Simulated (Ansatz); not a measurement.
# WSeS monolayer, Janus: modes against biaxial strain in the plane of the sheet

Aim: how do the optical modes of WSeS monolayer, Janus shift and split under this strain?

Method: DFT PBEsol, scalar-relativistic, plane waves, PAW; PAW set soft_1, in Ansatz 0.2.0.

**1. The structure**

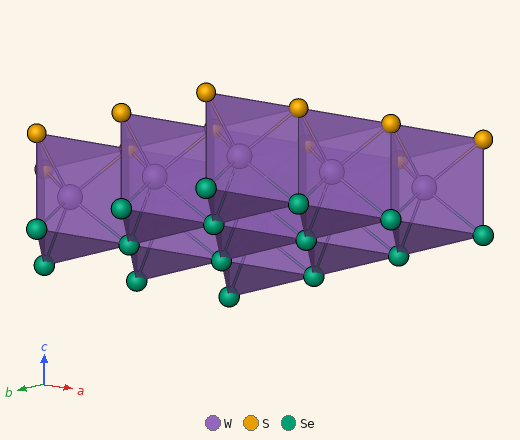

Start, viewed from a free direction; tungsten purple, sulfur orange, selenium teal. 3×3×1 cells are drawn. Some periodic images of atoms are drawn too.

The cell holds 3 atoms: 1 W, 1 S and 1 Se. Cell: a = 3.300 Å, b = 3.300 Å, c = 30.400 Å, α = 90.0°, β = 90.0°, γ = 120.0°. Vacuum lies along c. The height across the vacuum is the one that the program set for its solve, not the one typed.

As a file:

```cif
data_structure
_symmetry_space_group_name_H-M 'P 1'
_symmetry_Int_Tables_number 1
_cell_length_a 3.3000
_cell_length_b 3.3000
_cell_length_c 30.4000
_cell_angle_alpha 90.000
_cell_angle_beta 90.000
_cell_angle_gamma 120.000
_cell_volume 286.70
loop_
_atom_site_label
_atom_site_type_symbol
_atom_site_fract_x
_atom_site_fract_y
_atom_site_fract_z
_atom_site_occupancy
W1 W 0.33333 0.66667 0.32895 1
S2 S 0.66667 0.33333 0.38158 1
Se3 Se 0.66667 0.33333 0.27303 1
```

**2. A rough relaxation first**

A rough relaxation comes first, because large forces or stress need no tight tolerances yet. The program lengthens the typed cell of 20.0 Å along the normal to 30.4 Å, as its cut-off of the electrostatics needs, and moves no atom.

Input file input.yaml:

```yaml
crystal:
  lattice:
    - [3.3, 0.0, 0.0]
    - [-1.65, 2.85788, 0.0]
    - [0.0, 0.0, 20.0]
  atoms:
    - { symbol: W, position: [0.333333, 0.666667, 0.5] }
    - { symbol: S, position: [0.666667, 0.333333, 0.58] }
    - { symbol: Se, position: [0.666667, 0.333333, 0.415] }
  periodic: [true, true, false]
kpoints:
  mp_grid: { grid: [9, 9, 1] }
hamiltonian:
  xc: pbesol
  pseudopotentials: { kind: paw, azcp: { folder: soft_1 }, xc_functional: pbe }
scf:
  occupations: { method: gaussian, width: 0.1 }
output:
  forces: true
  stress: true
  eigenvalues: true
relax:
  adjacent_minimum: "off"
  f_tol: 0.05
  max_steps: 80
  cell: { stress_2d_tol: 0.02 }
```

Started as:

```console
ansatz run input.yaml --threads 4 --pin off --max-ram 16384MiB --backend cpu --events-out ev --progress --plain --runs-dir out
```

Numbers of over 12 decimals in the logs are rounded to 6 here.

The program printed:

```text
[...]
F+E_penalty+E_count = -16568.88693946 eV   max|allowed force component| = 2.760e-3 eV/Å   (the final SCF, on the basis selected at the relaxed cell)
  cell:  # Å, volume = 270.7658 Å³
    - [3.206969, 0, 0]
    - [-1.603485, 2.777317, 0]
    - [0, 0, 30.4]
  atoms:
    - { symbol: W, position: [0.333333, 0.666667, 0.329747] }
    - { symbol: S, position: [0.666667, 0.333333, 0.380183] }
    - { symbol: Se, position: [0.666667, 0.333333, 0.273622] }
[key lines of the parts left out:]
SCF converged after 9 iterations
Free energy (F): -16568.886939 eV
Fermi energy:    -4.545493 eV
P = ½ c Tr σ = 0.0052 N/m
```

Run time: 19 s. Hardware: 4 threads of Arm Neoverse V1, shared host; peak memory 0.59 GiB.

Step by step:

```tsv
step	energy less that of the first step (eV)	largest force component (eV/Å)	volume (Å³)
1	0.0000	1.5699	286.70
2	-0.1123	1.1691	268.55
3	-0.1613	0.2537	268.88
4	-0.1648	0.0266	271.61
5	-0.1651	0.0024	270.77
6*	-0.1643	0.0028	270.77
```

Relaxation steps marked * repeat the geometry before them on a plane-wave basis chosen anew for their cell, so energy and pressure can jump there.

Forces are held to the 6 operations that the run works with; a distortion that breaks them can't arise in this run.

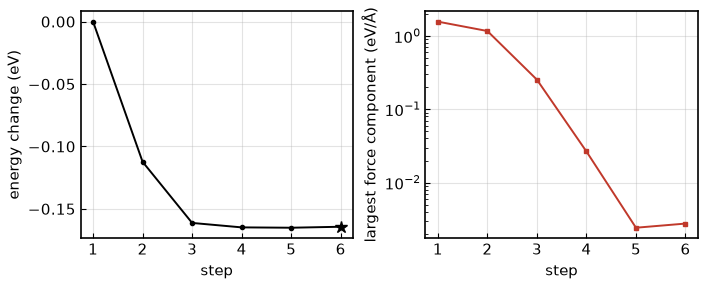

Energy and largest force along the relaxation. Stars mark steps on a basis chosen anew.

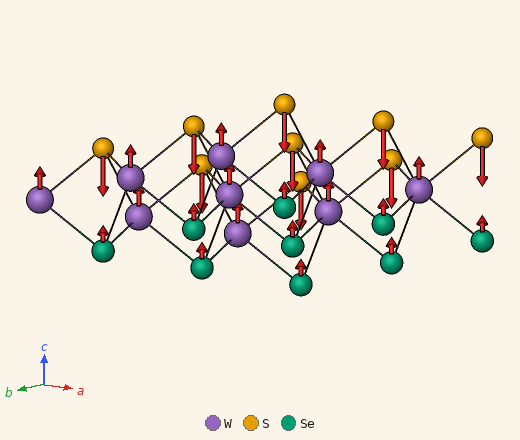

Displacements in the relaxation, exaggerated, measured against the changing cell; the longest in the cell stands for 0.04 Å. 3×3×1 cells are drawn.

```tsv
cell as run	before	after	change
a (Å)	3.300	3.207	-2.8 %
b (Å)	3.300	3.207	-2.8 %
```

The atoms that moved most (Å, along periodic axes as changes of fractional coordinates times the final cell, across vacuum about the mean position):

```tsv
atom	dx	dy	dz	length
S2	0.000	0.000	-0.042	0.042
W1	0.000	0.000	0.024	0.024
Se3	0.000	0.000	0.018	0.018
```

The relaxed structure:

```cif
data_structure
_symmetry_space_group_name_H-M 'P 1'
_symmetry_Int_Tables_number 1
_cell_length_a 3.2070
_cell_length_b 3.2070
_cell_length_c 30.4000
_cell_angle_alpha 90.000
_cell_angle_beta 90.000
_cell_angle_gamma 120.000
_cell_volume 270.77
loop_
_atom_site_label
_atom_site_type_symbol
_atom_site_fract_x
_atom_site_fract_y
_atom_site_fract_z
_atom_site_occupancy
W1 W 0.33333 0.66667 0.32975 1
S2 S 0.66667 0.33333 0.38018 1
Se3 Se 0.66667 0.33333 0.27362 1
```

Numbers from this step:

- gap on the k-mesh: 1.832 eV
- area per atom: 2.969 Å²

The relaxation ends with a largest force component of 0.0028 eV/Å.

**3. Relaxation**

The cell and atoms are relaxed, since residual forces and stress would shift the frequencies.

Input file input.yaml:

```yaml
crystal:
  lattice:
    - [3.206969325, 0.0, 0.0]
    - [-1.6034846625, 2.7773169046, 0.0]
    - [0.0, 0.0, 30.4]
  atoms:
    - { symbol: W, position: [0.3333333333, 0.6666666667, 0.3297472345] }
    - { symbol: S, position: [0.6666666667, 0.3333333333, 0.3801834669] }
    - { symbol: Se, position: [0.6666666667, 0.3333333333, 0.2736219301] }
  periodic: [true, true, false]
kpoints:
  mp_grid: { grid: [12, 12, 1] }
hamiltonian:
  xc: pbesol
  pseudopotentials: { kind: paw, azcp: { folder: soft_1 }, xc_functional: pbe }
scf:
  occupations: { method: gaussian, width: 0.02 }
output:
  forces: true
  stress: true
  eigenvalues: true
  write_density: true
  write_potential: true
  elf: true
  volumetric_format: npy
relax:
  adjacent_minimum: "off"
  f_tol: 0.005
  max_steps: 80
  cell: { stress_2d_tol: 0.02 }
```

The program printed:

```text
[...]
Crystal: 3 atoms, lattice volume = 270.766 Å³
Basis set: ecut = 420 eV, 5357 PW (Γ), exchange–correlation on 48×48×432 points (8 copies of the dense FFT grid, shifted against one another)
Bands: 22, of which v1, the nominal top of the filled ones, is band 18 counted from 1 (17 counted from 0)
Symmetry: 6 space group operations
[...]
k-points: 19 of 144 (time reversal used)
[...]
SCF iter   1: F=—  HF=-16569.301985 eV  |F-HF|=—  |Δ(HF+E_count)|=         —  Δρ=1.80e-2  dr2=1.51e0  ethr=3.10e-3  ⟨swp⟩=18.2  Hψ=3854  notcnv=0
[...]
SCF iter  11: F=-16568.887066 eV  HF=-16568.887066 eV  |F-HF|=4.06e-9  |Δ(HF+E_count)|=   1.60e-8  Δρ=1.43e-6  dr2=9.48e-9  ethr=2.78e-10  ⟨swp⟩=19.4  Hψ=4550  notcnv=0
SCF 1 converged in 11 iterations: F = -16568.887066 eV  dr2 = 9.48e-9
[...]
relax step   1: F+E_penalty+E_count = -16568.88706590 eV  Δ(F+E_penalty+E_count) = +0.000e0 eV  max|allowed force component| = 2.559e-3 eV/Å  Δτ_max = 0.0000 Å  P = +0.006 N/m  Ω = 270.766 Å³  fix = [c, alpha, beta]  reactions: c +0.000 N/m  (11 SCF iters, dr2 threshold 1.00e-7 eV, accepted)
[...]
SCF iter   1: F=—  HF=-16568.887063 eV  |F-HF|=—  |Δ(HF+E_count)|=         —  Δρ=2.68e-6  dr2=3.15e-8  ethr=4.85e-7  ⟨swp⟩=5.9  Hψ=5586  notcnv=0
eigensolver tolerance schedule: the retry pair's looser diagonalisation over-reported the residual by 5549.24 of it (diagonalisation noise at 6.61 of the residual, at the tolerance the schedule requests for it); recorded, not acted on — ethr = c·dr2/N_el stays at c = 1.0e-1
[...]
SCF iter   2: F=—  HF=-16568.887066 eV  |F-HF|=—  |Δ(HF+E_count)|=   2.67e-6  Δρ=1.64e-6  dr2=2.87e-8  ethr=8.74e-11  ⟨swp⟩=6.6  Hψ=1694  notcnv=0
[...]
SCF iter   8: F=-16568.887066 eV  HF=-16568.887066 eV  |F-HF|=7.28e-12  |Δ(HF+E_count)|=  7.28e-11  Δρ=1.37e-8  dr2=8.54e-13  ethr=1.00e-12  ⟨swp⟩=10.9  Hψ=3018  notcnv=0
SCF 2 converged in 8 iterations: F = -16568.887066 eV  dr2 = 8.54e-13
relax step   2: F+E_penalty+E_count = -16568.88706591 eV  Δ(F+E_penalty+E_count) = -6.628e-9 eV  max|allowed force component| = 2.557e-3 eV/Å  Δτ_max = 0.0000 Å  P = +0.006 N/m  Ω = 270.766 Å³  fix = [c, alpha, beta]  reactions: c +0.000 N/m  stress off target by 5.58e-3 N/m on what of the cell is left free  SCF on the basis re-selected at this cell (its energy is not comparable with the rows above)  (8 SCF iters)
basis re-selected at this cell: Δ(F+E_penalty+E_count) = -6.628e-9 eV, ΔP = +0.000 N/m vs the last step (what re-selecting the basis moved, of the pressure what is left beyond the Pulay correction that the steps carried, after the strain that the cell walked since its last selection, with what the two solves' SCF thresholds leave and, on support functions, any second-order correction that the steps lacked; it is no m [...]
SCF converged after 8 iterations
Free energy (F): -16568.887066 eV
[...]
Internal energy: -16568.887066 eV  (E = F + TS)
E sigma→0 (E₀):  -16568.887066 eV
Fermi energy:    -4.548443 eV
[...]
--- Forces (eV/Å), atoms counted from 1 ---
  atom   1  W      0.00000000    -0.00000000    -0.00212255
  atom   2  S      0.00000000     0.00000000     0.00255685
  atom   3  Se    -0.00000000     0.00000000    -0.00043447
  max |Σ_I F_I| component: 1.63e-7 eV/Å
--- 2D stress c σ (N/m, compression-positive) ---
        0.005579       0.000000       0.000000
        0.000000       0.005579       0.000000
        0.000000       0.000000       0.000000
  P = ½ c Tr σ = 0.0056 N/m
--- Band table (eV; the first three rows and the last of 19) ---
  k-point 0: bands = [... 14 lower, -7.7595, -6.6845, -6.6845, -5.5991, -2.4190, -2.4190, -2.1482, -2.1482]
  k-point 1: bands = [... 14 lower, -7.9166, -6.8435, -6.7034, -5.6330, -2.6192, -2.5365, -2.3484, -2.1467]
  k-point 2: bands = [... 14 lower, -7.9046, -7.1193, -6.8647, -5.8514, -3.2167, -2.6059, -2.6015, -1.7201]
  k-point 18: bands = [... 14 lower, -9.2679, -8.7821, -7.8101, -5.4614, -3.6295, -2.3692, -1.5465, 0.0043]
--- Relaxed structure (1 steps of the walk, 1 accepted, 1 SCFs on fresh bases) ---
[...]
cell:  # Å, volume = 270.7658 Å³
    - [3.206969, 0.0, 0.0]
    - [-1.603485, 2.777317, 0.0]
    - [0.0, 0.0, 30.4]
  atoms:
    - { symbol: W, position: [0.333333, 0.666667, 0.329747] }
    - { symbol: S, position: [0.666667, 0.333333, 0.380183] }
    - { symbol: Se, position: [0.666667, 0.333333, 0.2736219301] }
```

Elapsed: 11 s, on 4 threads; peak memory 0.61 GiB.

Little changed from the start: no atom moved by 0.005 Å and no cell edge by 0.1 %.

This step gave:

```
gap on the k-mesh : 1.826 eV
```

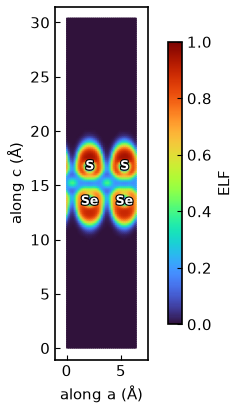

ELF in the ac plane at fractional y = 0.333, with atoms of S and Se within 0.2 Å of it. It is the smooth field of the valence electrons, not physical close to the nuclei.

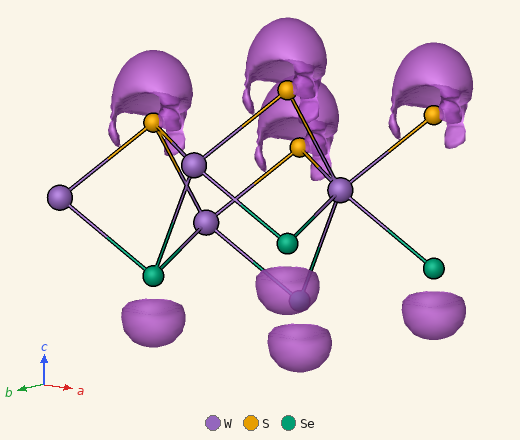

Surface of ELF = 0.85. 2×2×1 cells are drawn.

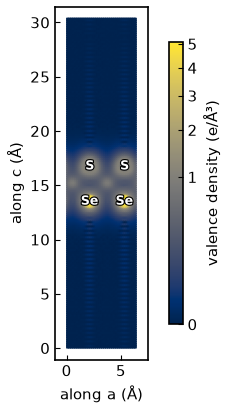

Valence density in the ac plane at fractional y = 0.333, with atoms of S and Se within 0.2 Å of it. It is the smooth field of the valence electrons, not physical close to the nuclei. The colour scale is stretched toward low values.

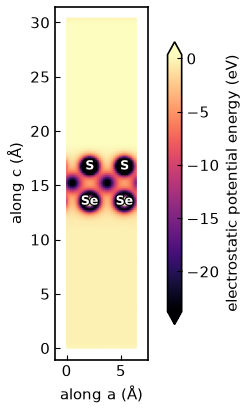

Electrostatic potential energy in the ac plane at fractional y = 0.333, with atoms of S and Se within 0.2 Å of it. With pseudopotentials it is smooth inside the atoms' cores, unlike the true potential.

**4. Tight relaxation**

Phonons need small forces and stress, so the relaxation is finished with tight tolerances on 12×12×1 k points.

input.yaml: that of step 3 with these lines changed.

```diff
@@ -16,3 +16,3 @@
 scf:
-  occupations: { method: gaussian, width: 0.02 }
+  occupations: { method: fixed }
 output:
@@ -27,4 +27,4 @@
   adjacent_minimum: "off"
-  f_tol: 0.005
-  max_steps: 80
-  cell: { stress_2d_tol: 0.02 }
+  f_tol: 0.001
+  max_steps: 60
+  cell: { stress_2d_tol: 0.002 }
```

The program printed:

```text
[...]
Crystal: 3 atoms, lattice volume = 270.766 Å³
Basis set: ecut = 420 eV, 5357 PW (Γ), exchange–correlation on 48×48×432 points (8 copies of the dense FFT grid, shifted against one another)
Bands: 22, of which v1, the nominal top of the filled ones, is band 18 counted from 1 (17 counted from 0)
Symmetry: 6 space group operations
[...]
k-points: 19 of 144 (time reversal used)
[...]
--- Relaxed structure (2 steps of the walk, 2 accepted, 1 SCFs on fresh bases) ---
[...]
cell:  # Å, volume = 270.7704 Å³
    - [3.206996, 0, 0]
    - [-1.603498, 2.777340, 0]
    - [0, 0, 30.4]
  atoms:
    - { symbol: W, position: [0.333333, 0.666667, 0.329746] }
    - { symbol: S, position: [0.666667, 0.333333, 0.380188] }
    - { symbol: Se, position: [0.666667, 0.333333, 0.273619] }
[key lines of the parts left out:]
SCF converged after 10 iterations
Free energy (F): -16568.887066 eV
Fermi energy:    -5.461205 eV
P = ½ c Tr σ = -0.0008 N/m
```

It took 15 s on 4 threads; peak memory 0.61 GiB.

Little changed from the start: no atom moved by 0.005 Å and no cell edge by 0.1 %.

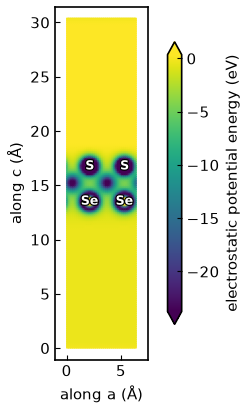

Electrostatic potential energy in the ac plane at fractional y = 0.333, with atoms of S and Se within 0.2 Å of it. With pseudopotentials it is smooth inside the atoms' cores, unlike the true potential.

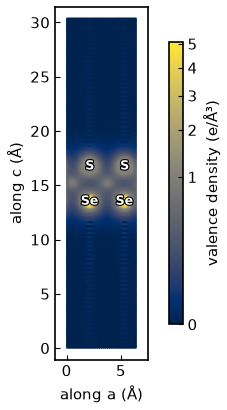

Valence density in the ac plane at fractional y = 0.333, with atoms of S and Se within 0.2 Å of it. It is the smooth field of the valence electrons, not physical close to the nuclei. The colour scale is stretched toward low values.

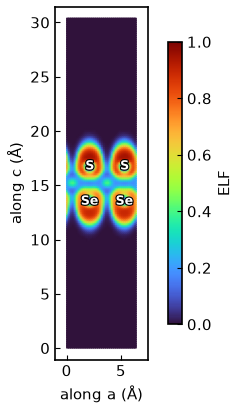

ELF in the ac plane at fractional y = 0.333, with atoms of S and Se within 0.2 Å of it. It is the smooth field of the valence electrons, not physical close to the nuclei.

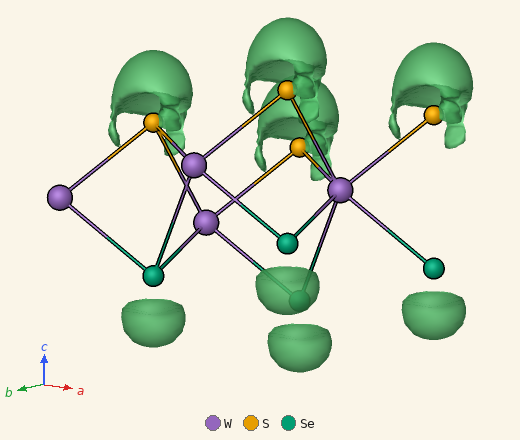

Surface of ELF = 0.85. 2×2×1 cells are drawn.

The largest force component left is 0.97 meV/Å, within the tolerances set.

**5. Zone-centre response at rest**

Phonons follow from the second derivative of the energy, found here by linear response.

The modes at rest are the reference of the series.

input.yaml, the sections that differ from step 4:

```yaml
crystal:
  lattice:
    - [3.2069962185, 0.0, 0.0]
    - [-1.6034981092, 2.777340195, 0.0]
    - [0.0, 0.0, 30.4]
  atoms:
    - { symbol: W, position: [0.3333333333, 0.6666666667, 0.3297456079] }
    - { symbol: S, position: [0.6666666667, 0.3333333333, 0.3801879083] }
    - { symbol: Se, position: [0.6666666667, 0.3333333333, 0.2736191153] }
  periodic: [true, true, false]
output:
  eigenvalues: true
phonons:
  method: dfpt
# kpoints, hamiltonian, scf: as in step 4
# relax: removed
```

The program printed:

```text
[...]
Crystal: 3 atoms, lattice volume = 270.770 Å³
Basis set: ecut = 420 eV, 5357 PW (Γ), exchange–correlation on 48×48×432 points (8 copies of the dense FFT grid, shifted against one another)
Bands: 22, of which v1, the nominal top of the filled ones, is band 18 counted from 1 (17 counted from 0)
Symmetry: 6 space group operations
k-points: 43 of 144 (irreducible under 2 space group operations, time reversal used)
[...]
SCF iter   1: F=—  HF=-16569.299193 eV  |F-HF|=—  |Δ(HF+E_count)|=         —  Δρ=1.80e-2  dr2=1.51e0  ethr=3.10e-3  ⟨swp⟩=7.4  Hψ=5510  notcnv=0  defer=77
[...]
SCF iter  15: F=-16568.887066 eV  HF=-16568.887066 eV  |F-HF|=5.09e-11  |Δ(HF+E_count)|=  6.55e-11  Δρ=2.90e-8  dr2=4.49e-12  ethr=1.00e-12  ⟨swp⟩=19.2  Hψ=9306  notcnv=0
SCF 1 converged in 15 iterations: F = -16568.887066 eV  dr2 = 4.49e-12
[...]
DFPT response loops at Γ: preconditioner auto → none (the input reference at scf.mixing.eps_inf says where Resta's filter doesn't serve); β = 0.50; Broyden in place of MSR1
SCF converged after 15 iterations
Free energy (F): -16568.887066 eV
[...]
Internal energy: -16568.887066 eV  (E = F + TS)
E sigma→0 (E₀):  -16568.887066 eV
Fermi energy:    -5.461209 eV
[...]
--- Band table (eV; the first three rows and the last of 43) ---
  k-point 0: bands = [... 14 lower, -7.7595, -6.6841, -6.6841, -5.5995, -2.4193, -2.4193, -2.1484, -2.1484]
  k-point 1: bands = [... 14 lower, -7.9165, -6.8431, -6.7031, -5.6334, -2.6193, -2.5369, -2.3489, -2.1466]
  k-point 2: bands = [... 14 lower, -7.9037, -7.1190, -6.8645, -5.8517, -3.2168, -2.6062, -2.6018, -1.7203]
  k-point 42: bands = [... 14 lower, -8.9893, -8.7397, -7.3689, -5.9858, -3.1966, -2.2923, -2.1257, -0.4918]
--- Phonons (Γ-DFPT): 6 representative perturbations + reference, on 43 of 144 k-points (Σ response iterations 27) ---
  k mesh reduced under 2 symmetry operations, with k and −k counted as one. Each operation leaves every solved perturbation unchanged. A smaller set is not used because it would not reduce the number of displacements times k-points to solve
  ASR residual: 3.363e-5 → 0.000e0 eV/Å²; symmetrization residual: 1.034e-5 eV/Å²
  ASR residual per site (eV/Å²): 3.36e-5 1.42e-5 6.73e-6
  Γ frequencies (cm⁻¹): 0.00 0.00 0.00 202.59 202.59 280.65 331.06 331.06 418.90
  non-analytic LO–TO correction: not included (Born effective charges unavailable; polar crystals: no LO–TO splitting at Γ)
```

Wall time 67 s (4 threads); peak memory 1.3 GiB.

Numbers from this step:

- sum-rule residual before enforcement: 3.36e-5 eV/Å²
- point group: 3m
- highest optical mode at the zone centre (no LO-TO term): 418.9 cm⁻¹
- lowest optical zone-centre mode: 202.6 cm⁻¹

Without the LO-TO term. Patterns of degenerate modes are one choice out of their space. Modes at Γ, with each element's share of the kinetic energy:

```tsv
mode	frequency (cm⁻¹)	symmetry	W %	S %	Se %
1	0.0	acoustic	62	11	27
2	0.0	acoustic	62	11	27
3	0.0	acoustic	62	11	27
4	202.6	E	16	13	71
5	202.6	E	16	13	71
6	280.6	A1	21	6	73
7	331.1	E	22	76	2
8	331.1	E	22	76	2
9	418.9	A1	17	83	0
```

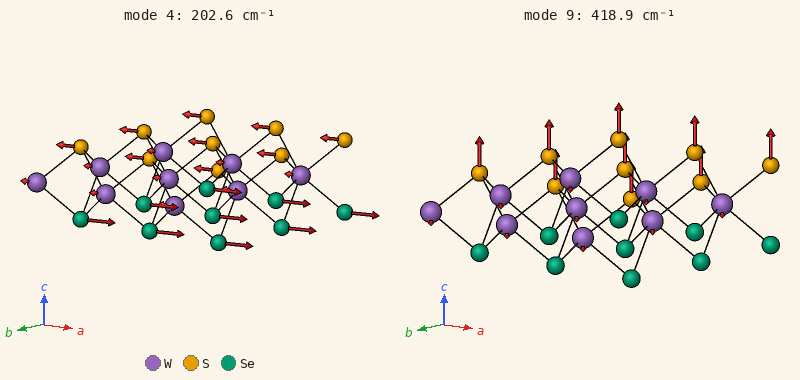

Displacement patterns of modes 4 and 9 at Γ; arrows are exaggerated. 3×3×1 cells are drawn.

Before it was imposed, the acoustic sum rule was missed by 3.4e-5 eV/Å². Small misses are needed for a sound result but don't prove that mesh and cutoff are converged. The lowest optical mode is real, 203 cm⁻¹.

[end of part 1 of 2]

[Logs are printed without paths, hosts, clocks, repeated set-up lines and the standing remarks that a program may print on its own settings, such as how far it seeks lower states.]

[Hosts, paths, dates, database ids (printed as entryN), source tags and the programs' standing remarks are cut or masked in the printed files.]
